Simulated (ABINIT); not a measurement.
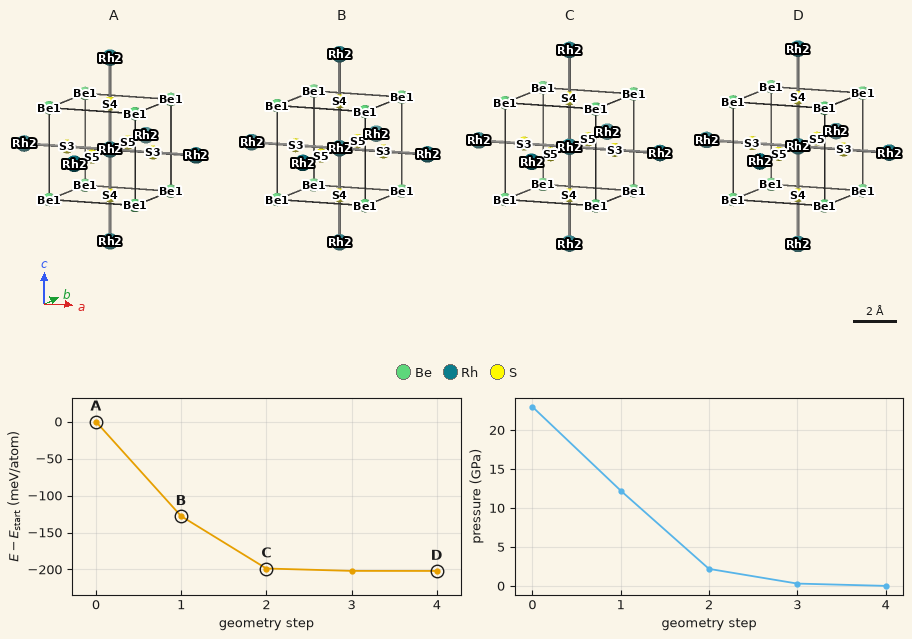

Frames of a relaxation of solid BeRhS$_{3}$ (a generated structure, set up in Pm-3m), marked on the history of the run. A ball-and-stick model of the cell of the calculation, seen slightly off an axis.

The run lets cell and atoms move.

All numbers below come from Kohn-Sham DFT of a periodic cell, PBE, JTH PAW PBE v2.0 (ABINIT 10.8.3).

Input file:
```
# Pseudopotentials
pp_dirpath "./"
pseudos "Be.GGA_PBE-JTH.xml, Rh.GGA_PBE-JTH.xml, S.GGA_PBE-JTH.xml"

# Structure
acell 4.34672271 4.34672271 4.34672271 Angstrom
rprim
     1.0000000000     0.0000000000     0.0000000000
     0.0000000000     1.0000000000     0.0000000000
     0.0000000000     0.0000000000     1.0000000000
ntypat 3
znucl 4 45 16
natom 5
typat 1 2 3 3 3
xcart
     0.0000000000     0.0000000000     0.0000000000
     4.1070577308     4.1070577308     4.1070577308
     0.0000000000     4.1070577308     4.1070577308
     4.1070577308     4.1070577308     0.0000000000
     4.1070577308     0.0000000000     4.1070577308
chkprim 0
chksymtnons 0
tolsym 1.0e-6

# Plane-wave basis
ecut 20.0
pawecutdg 40.0

# k points
kptopt 1
ngkpt 6 6 6
nshiftk 1
shiftk 0.0 0.0 0.0

# Exchange and correlation
ixc 11

# Bands and occupations
nband 24
occopt 3
tsmear 0.05 eV

# SCF cycle
nstep 100
tolvrs 1.0e-9

# Output
iomode 3
prtwf 0
prtden 0
prteig 0
prtebands 0
enunit 2

# Relaxation
ionmov 22
ntime 60
tolmxf 0.0001
optcell 2
dilatmx 1.15
ecutsm 0.5
chkdilatmx 0
```

Launched with:
```bash
abinit run.abi > log 2>&1
```

Question: What happens along the run?

Answer: The atoms keep their places relative to the cell (all moves are under 0.005 Å). Cell: a = b = c 4.347 → 4.622 Å (+6.3 %). Volume +20.3 %. Some distances before and after: Rh2–S3 2.173 → 2.311 Å. The space group stays Pm-3m (No. 221). Over 4 geometry steps the energy falls by 202 meV per atom. All forces vanish by symmetry, so only the cell relaxes. Pressure: 23.00 GPa at the start and 0.01 GPa at the end. Cost: 6.2 min on 1 thread of Arm Neoverse V1, with other jobs on the host, peak memory 0.18 GiB. From step 0 to 1: volume +7.2 %, energy −128 meV per atom. From step 1 to 2: volume +9.4 %, energy −70.8 meV per atom. From step 2 to 4: volume +2.5 %, energy −3.3 meV per atom.

| step | E − E(0), meV/atom | pressure, GPa | volume, Å³/atom |
| --- | --- | --- | --- |
| 0 | 0.00 | 23.00 | 16.425 |
| 1 | -127.84 | 12.24 | 17.608 |
| 2 | -198.67 | 2.19 | 19.265 |
| 3 | -201.91 | 0.30 | 19.683 |
| 4 | -201.98 | 0.01 | 19.752 |
